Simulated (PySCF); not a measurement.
# C4H7NOSi (SMILES N#C[C@H]([SiH3])CC=O): what the fields show

Input file:

```
{"job": {"kind": "nmr", "xc": "PBE0", "basis": "pcSseg-1"}, "charge": 0, "multiplicity": 1}
N     -0.443557     2.861467     1.164232
C     -0.231426     1.762197     0.924305
C      0.029178     0.394675     0.594191
Si     1.737219     0.278242    -0.297896
C     -1.124341    -0.168395    -0.240626
C     -1.069497    -1.662286    -0.343980
O     -0.230965    -2.360620     0.150359
H      0.088183    -0.169583     1.530936
H      1.640513     1.115343    -1.496763
H      1.995896    -1.108451    -0.657777
H      2.731829     0.810313     0.629487
H     -1.123383     0.248213    -1.252214
H     -2.093810     0.092195     0.200909
H     -1.906517    -2.093782    -0.927328
```

Run with:

```sh
OMP_NUM_THREADS=1 python probes_run.py task.json out
```

Geometry: GFN2-xTB.

Method: PBE0/pcSseg-1, SCF density, gas phase, non-relativistic (PySCF).

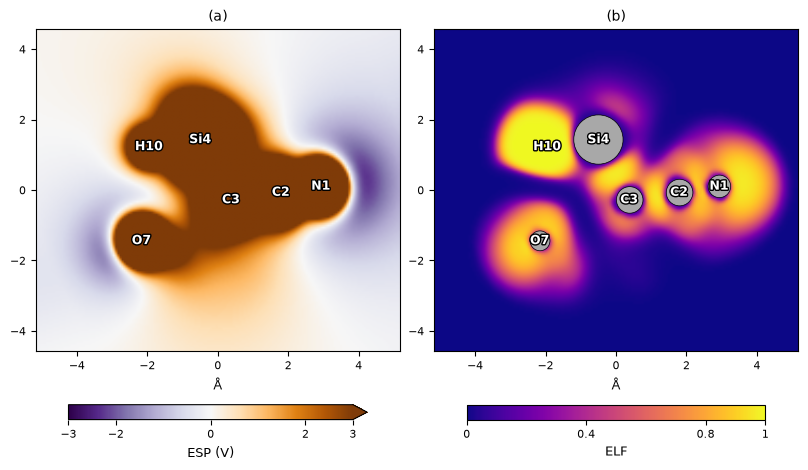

Figure 1. (a) electrostatic potential; (b) electron localisation function on the plane of atoms C2, C3 and Si4. Grey discs cover the atomic cores in the ELF map.

Describe what can be read from this map.

The section cuts through N, C, Si, O and H sites.
C–N (1.14 Å): the ELF peaks at about 0.85 between the atoms (a multiple bond).
C–C (1.43 Å): the ELF peaks at about 0.95 between the atoms: localised, covalent bonding.
C–Si (1.93 Å): the ELF peaks at about 0.95 between the atoms, as expected for a covalent bond.
Si–H (1.46 Å): the ELF climbs to about 1 towards the hydrogen, as it does in any bond to H.
The ELF also peaks beside O7 and N1, away from the bonds: lone-pair regions.
Outside the dense part of the molecule the potential is most negative (−2.3 V) near N1.

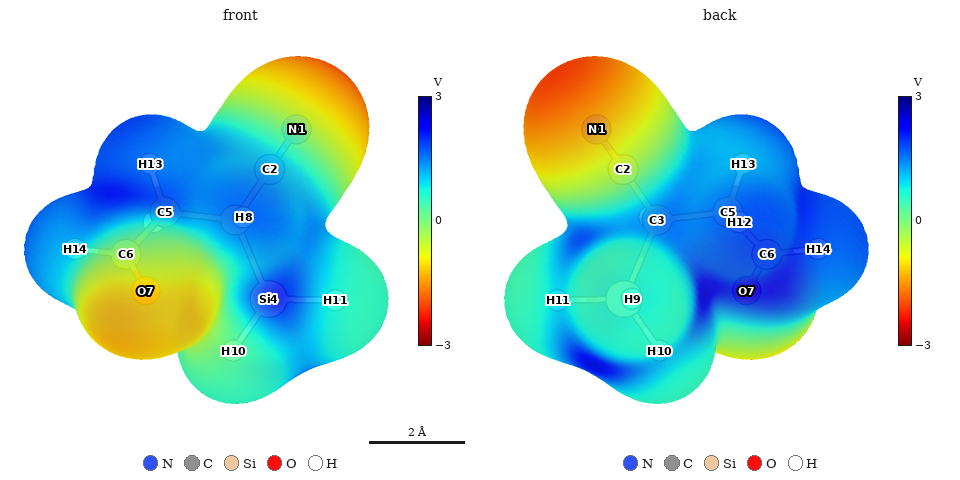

Figure 2. The molecular electrostatic potential painted on the density surface at 0.004 e/bohr³, seen from the front and from behind; red is negative and blue positive.

Describe the electrostatic potential map.

The most negative region (about −2.1 V) lies over N1, the most positive (about +2.4 V) over Si4. N1 is the likeliest acceptor of a hydrogen bond.

How polar is the molecule by this calculation?

Its dipole moment is 3.12 D.
